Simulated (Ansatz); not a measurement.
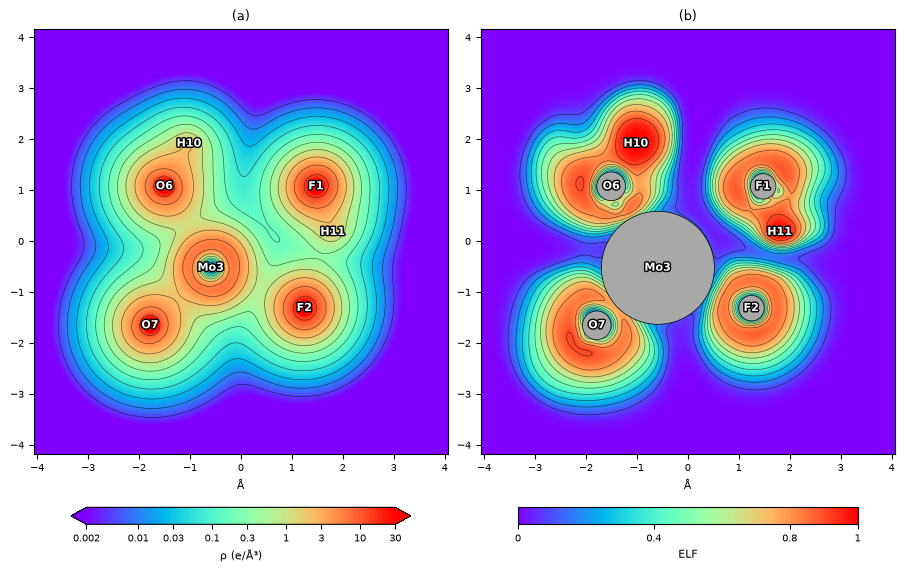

*F₂H₄MoO₄. (a) electron density; (b) ELF on the plane of atoms F2, Mo3 and O6. Grey discs cover the atomic cores in the ELF map.*

Geometry: PBE0-D4/def2-SVP; core potentials replace the inner electrons of Mo.

These are results of Ansatz 0.2.0, isolated molecule in a Gaussian basis; Kohn-Sham density functional theory, functional PBE0, not measurements.

Input file:

```
crystal:
  periodic: [false, false, false]
  atoms:
    - {symbol: F, position_ang: [-1.310686, 1.133039, -0.713696]}
    - {symbol: F, position_ang: [0.051716, 1.054684, 1.262197]}
    - {symbol: Mo, position_ang: [0.498985, -0.544680, 0.145193]}
    - {symbol: O, position_ang: [-1.003380, -1.120911, 1.092788]}
    - {symbol: O, position_ang: [1.572166, 0.786214, -0.606056]}
    - {symbol: O, position_ang: [0.090257, -1.401257, -1.436891]}
    - {symbol: O, position_ang: [1.654966, -1.509653, 0.814744]}
    - {symbol: H, position_ang: [-1.503282, -0.529290, 1.668226]}
    - {symbol: H, position_ang: [1.518362, 1.706937, -0.322442]}
    - {symbol: H, position_ang: [-0.576900, -1.027668, -2.030298]}
    - {symbol: H, position_ang: [-0.992214, 1.452595, 0.126247]}
basis:
  gaussian: {orbitals: def2-SVPD}
magnetization: {spin_polarized: false, initial_magnetization: 0}
hamiltonian: {xc: {name: PBE0}}
output: {forces: true, orbitals: {seedname: orbitals}}
```

Launched as:

```sh
ansatz run input.yaml --threads 2 --pin off --max-ram 6090MiB --events-out events.jsonl --progress --plain --runs-dir runs
```

Describe what can be read from this map.

Answer. The section cuts through F, Mo, O and H sites.
Mo–O (1.65 Å): the density is about 2.2 e/Å³ at the midpoint; the ELF peaks at about 0.75 in the valence shell of O, 0.5 Å from its nucleus, and drops to about 0.40 between the two atoms.
Mo–F (2.00 Å): ρ is about 0.75 e/Å³ halfway; the ELF peaks at about 0.85 in the valence shell of F, 0.6 Å from its nucleus, and drops to about 0.20 between the two atoms.
F–H (0.95 Å): ρ at the midpoint is about 4.4 e/Å³; the ELF climbs to about 1 towards the hydrogen, as it does in any bond to H; an ordinary covalent bond to hydrogen.
Mo–O (1.84 Å): ρ is about 1.2 e/Å³ halfway; the ELF peaks at about 0.85 in the valence shell of O, 0.6 Å from its nucleus, and drops to about 0.30 between the two atoms.
O–H (0.97 Å): ρ at the midpoint is about 3.7 e/Å³; the ELF climbs to about 1 towards the hydrogen; a covalent bond by its length.
The ELF also peaks beside F1, away from the bonds: lone-pair regions.
